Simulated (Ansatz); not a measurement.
# PH₃− (quartet): trial inputs and their diagnosis

4 inputs are run for PH₃− (quartet) as typed; the log has to tell whether the result can be used and what must change.

Method: the settings change from run to run; program: Ansatz 0.2.0, Gaussian basis.

21 further runs of the same task are left out: 5 for a known fault of the program, 5 that didn't finish, 11 set aside as unsound or not needed.

## 1. The geometry

The geometry is a PBE0/def2-TZVPD stationary point (not a proven minimum) of the parent state, kept for this charge and spin.

4 atoms, charge -1, spin multiplicity 4.

Atoms are counted from 1 here; the program's logs count them from 0.

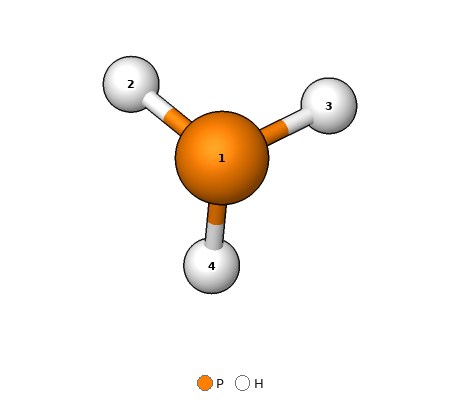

The geometry (phosphorus orange, hydrogen white); atoms are numbered from 1 in the order of the file.

Coordinates:

```xyz
4
charge -1, multiplicity 4
P     0.0018    0.0023   -0.0694
H     1.1903   -0.0146    0.7416
H    -0.6305    1.0185    0.7295
H    -0.6136   -1.0738    0.6614
```

## 2. Input 1

The input, in.yaml:

```yaml
crystal:
  periodic: [false, false, false]
  atoms:
    - {symbol: P, position_ang: [0.001751, 0.002274, -0.069394]}
    - {symbol: H, position_ang: [1.190325, -0.014566, 0.741584]}
    - {symbol: H, position_ang: [-0.630487, 1.018495, 0.729511]}
    - {symbol: H, position_ang: [-0.613631, -1.073821, 0.661360]}
basis:
  gaussian: {orbitals: "6-31G*"}
total_charge: -1
magnetization: {spin_polarized: false, initial_magnetization: 3}
correlation: {method: sc_nevpt2, electrons: outside_noble_gas, active_space: {window: {electrons: 5, orbitals: 4}}}
output: {forces: true}
```

Run with:

```
$ ansatz run in.yaml --threads 1 --pin off --events-out ev --progress --plain --max-ram 2393MiB
```

Log:

```text
Functional definition: HF
  name "HF"
  cite "Fock, Z. Phys. 61, 126 (1930) doi:10.1007/BF01340294"
  parent pbe
  exchange = exact_x
  correlation = 0
261 factors; integrals over basis functions are off by at most 7.6e-4 eV
mean field evaluation 1: about -9308.3121 eV, gradient 1.5e1 eV
mean field evaluation 2: about -9308.4607 eV, gradient 1.5e1 eV
mean field evaluation 4: about -9309.7900 eV, gradient 1.3e0 eV
mean field evaluation 8: about -9309.8158 eV, gradient 1.3e-4 eV
a density is far from that of the atoms, so the factors are made again for it
300 factors; integrals over basis functions are off by at most 3.9e-5 eV
mean field evaluation 16: about -9309.8157 eV, gradient 1.5e-3 eV
mean field evaluation 32: about -9309.8157 eV, gradient 5.5e-6 eV
mean field -9309.81573494 eV, -342.1294178394 hartree, gradient 5.5e-6 eV, S^2 3.750000; 1 other end points of the search recorded, 0 dependent functions left out
reference -9309.81573494 eV, -342.1294178394 hartree; 11, 8 occupied and 14, 17 virtual orbitals, 300 factors
state -9309.81573494 eV, -342.1294178394 hartree
state -9309.81573494 eV, -342.1294178394 hartree; corrected -9312.24530579 eV, -342.2187029213 hartree
WARN: 1 active orbitals are nearly empty or full. The corrections depend on them more than the energy does, and are more stable in an active space without them
the calculation of the forces begins
Error: an active orbital is full or empty, and SC-NEVPT2 has no forces then: leave it out of the active space
```

Wall time 0.3 s (1 thread of Arm Neoverse V2, shared host).

Diagnosis: The run stopped with an error. It says: «an active orbital is full or empty, and SC-NEVPT2 has no forces then: leave it out of the active space». Cure: drop the forces, or choose an active space whose orbitals are all partly filled.

## 3. Input 2

The input, in.yaml:

```yaml
crystal:
  periodic: [false, false, false]
  atoms:
    - {symbol: P, position_ang: [0.001751, 0.002274, -0.069394]}
    - {symbol: H, position_ang: [1.190325, -0.014566, 0.741584]}
    - {symbol: H, position_ang: [-0.630487, 1.018495, 0.729511]}
    - {symbol: H, position_ang: [-0.613631, -1.073821, 0.661360]}
basis:
  gaussian: {orbitals: aug-cc-pVDZ}
total_charge: -1
magnetization: {spin_polarized: false, initial_magnetization: 3}
correlation: {method: ccsd(t), electrons: valence}
```

Same command.

Log:

```text
Error: YAML parse error: error: line 12 column 23: unknown variant `ccsd(t)`, expected one of mp2, rpa, ccsd, ccsd_t, bccd, bccd_t, ccsdt, ccsdt_q, ccsdt_q_b, ccsdtq, fci, sc_nevpt2, fic_nevpt4_sd, fic_mrcisd_q, fic_mrcisd_q_relaxed
  --> <input>:12:23
   |
10 | total_charge: -1
11 | magnetization: {spin_polarized: false, initial_magnetization: 3}
12 | correlation: {method: ccsd(t), electrons: valence}
   |                       ^ unknown variant `ccsd(t)`, expected one of mp2, rpa, ccsd, ccsd_t, bccd, bccd_t, ccsdt, ccsdt_q, ccsdt_q_b, ccsdtq, fci, sc_nevpt2, fic_nevpt4_sd, fic_mrcisd_q, fic_mrcisd_q_relaxed
```

It took 0.03 s on 1 thread of Arm Neoverse V2, shared host.

What is wrong: The run was refused. The method's name isn't one that the program knows. Cure: name one from the list in the message.

## 4. Input 3

The input, in.yaml:

```yaml
crystal:
  periodic: [false, false, false]
  atoms:
    - {symbol: P, position_ang: [0.001751, 0.002274, -0.069394]}
    - {symbol: H, position_ang: [1.190325, -0.014566, 0.741584]}
    - {symbol: H, position_ang: [-0.630487, 1.018495, 0.729511]}
    - {symbol: H, position_ang: [-0.613631, -1.073821, 0.661360]}
basis:
  gaussian: {orbitals: def2-SVPD}
total_charge: -1
magnetization: {spin_polarized: false, initial_magnetization: 3}
correlation: {method: ccsdtqp, electrons: outside_noble_gas}
scf: {lower_state_search: off}
```

The command is unchanged.

Log:

```text
Error: YAML parse error: error: line 12 column 23: unknown variant `ccsdtqp`, expected one of mp2, rpa, ccsd, ccsd_t, bccd, bccd_t, ccsdt, ccsdt_q, ccsdt_q_b, ccsdtq, fci, sc_nevpt2, fic_nevpt4_sd, fic_mrcisd_q, fic_mrcisd_q_relaxed
  --> <input>:12:23
   |
10 | total_charge: -1
11 | magnetization: {spin_polarized: false, initial_magnetization: 3}
12 | correlation: {method: ccsdtqp, electrons: outside_noble_gas}
   |                       ^ unknown variant `ccsdtqp`, expected one of mp2, rpa, ccsd, ccsd_t, bccd, bccd_t, ccsdt, ccsdt_q, ccsdt_q_b, ccsdtq, fci, sc_nevpt2, fic_nevpt4_sd, fic_mrcisd_q, fic_mrcisd_q_relaxed
13 | scf: {lower_state_search: off}
   |
```

Run time: 0.03 s. Hardware: 1 thread of Arm Neoverse V2, shared host.

Diagnosis: The run was refused. The method's name isn't one that the program knows. Cure: name one from the list in the message.

## 5. Input 4

The input, in.yaml:

```yaml
crystal:
  periodic: [false, false, false]
  atoms:
    - {symbol: P, position_ang: [0.001751, 0.002274, -0.069394]}
    - {symbol: H, position_ang: [1.190325, -0.014566, 0.741584]}
    - {symbol: H, position_ang: [-0.630487, 1.018495, 0.729511]}
    - {symbol: H, position_ang: [-0.613631, -1.073821, 0.661360]}
basis:
  gaussian: {orbitals: aug-cc-pVDZ}
total_charge: -1
magnetization: {spin_polarized: false, initial_magnetization: 3}
correlation: {method: sc_nevpt2, electrons: outside_noble_gas, active_space: {window: {electrons: 5, orbitals: 5}, states: [{multiplicity: 5, weights: [1, 1, 1, 1, 1, 1, 1, 1, 1, 1, 1, 1, 1, 1, 1, 1, 1, 1, 1, 1, 1, 1, 1, 1, 1, 1, 1, 1, 1, 1]}]}}
```

Same command.

Log:

```text
Functional definition: HF
  name "HF"
  cite "Fock, Z. Phys. 61, 126 (1930) doi:10.1007/BF01340294"
  parent pbe
  exchange = exact_x
  correlation = 0
930 factors; integrals over basis functions are off by at most 1.8e-7 eV
mean field evaluation 1: about -9307.4791 eV, gradient 2.7e1 eV
mean field evaluation 2: about -9307.4815 eV, gradient 2.7e1 eV
mean field evaluation 4: about -9312.5098 eV, gradient 2.3e0 eV
mean field evaluation 8: about -9312.7289 eV, gradient 9.3e-1 eV
mean field evaluation 16: about -9312.5773 eV, gradient 1.8e0 eV
mean field evaluation 32: about -9312.7598 eV, gradient 2.9e-3 eV
mean field evaluation 64: about -9312.7641 eV, gradient 1.8e-1 eV
mean field evaluation 96: about -9312.7595 eV, gradient 6.1e-2 eV
mean field evaluation 128: about -9310.9120 eV, gradient 3.5e0 eV
mean field evaluation 160: about -9312.7598 eV, gradient 4.0e-6 eV
mean field evaluation 192: about -9312.7686 eV, gradient 8.4e-6 eV
a density is far from that of the atoms, so the factors are made again for it
988 factors; integrals over basis functions are off by at most 1.2e-7 eV
mean field evaluation 224: about -9312.7598 eV, gradient 6.0e-6 eV
mean field evaluation 256: about -9312.7675 eV, gradient 1.0e-1 eV
mean field evaluation 288: about -9312.1329 eV, gradient 3.4e0 eV
mean field evaluation 320: about -9312.7679 eV, gradient 1.3e-1 eV
mean field evaluation 352: about -9312.7406 eV, gradient 1.5e0 eV
mean field evaluation 384: about -9312.7686 eV, gradient 2.7e-3 eV
mean field -9312.76855152 eV, -342.2379318472 hartree, gradient 2.6e-6 eV, S^2 3.750000; 16 other end points of the search recorded, 0 dependent functions left out
reference -9312.76855152 eV, -342.2379318472 hartree; 11, 8 occupied and 43, 46 virtual orbitals, 988 factors
Error: 5 electrons in 5 orbitals have no state of multiplicity 5
```

Run time: 3.8 s. Hardware: 1 thread of Arm Neoverse V2, shared host.

Diagnosis: The run stopped with an error. The list of states asked for (weights, spin or count) can't be met. Cure: mend what the message names.

## 6. How the runs ended

```
input                    level                ended                                                                                                   cause    time
    1       NEVPT2(5,4)/6-31G*  stopped by an error  an active orbital is full or empty, and SC-NEVPT2 has no forces then: leave it out of the active space   0.3 s
    2    'ccsd(t)'/aug-cc-pVDZ              refused                                                      the method's name isn't one that the program knows  0.03 s
    3      'ccsdtqp'/def2-SVPD              refused                                                      the method's name isn't one that the program knows  0.03 s
    4  NEVPT2(5,5)/aug-cc-pVDZ  stopped by an error                                      the list of states asked for (weights, spin or count) can't be met   3.8 s
```

2 stopped by an error, 2 refused.
